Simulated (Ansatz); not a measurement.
Three curves of one kind of scan: energy against volume (even scaling of the relaxed cell, symmetry kept). Calculation: PBE (plane waves to 420 eV, PAW, scalar-relativistic; Ansatz, an electronic-structure program). Each is measured from its own zero (the relaxed starting cell). 

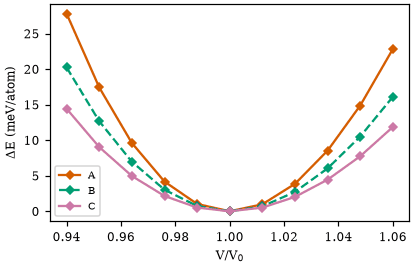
Figure. Curves A, B and C.

**Question.** Match the curves to these crystals:
- SiC (zinc blende), a = b = c = 4.3797 Å, α = β = γ = 90.00°
- Mg₂Si (antifluorite type, space group Fm-3m), a = b = c = 6.3644 Å, α = β = γ = 90.00°
- GaP (zinc blende), a = b = c = 5.5064 Å, α = β = γ = 90.00°

**Answer.** A is SiC; B is GaP; C is Mg2Si.

All were relaxed with their symmetry unable to fall. The PAW data are Ansatz's earlier set.

(A scan under strain: stresses follow from slopes of the energy per volume, elastic moduli from its curvatures.)
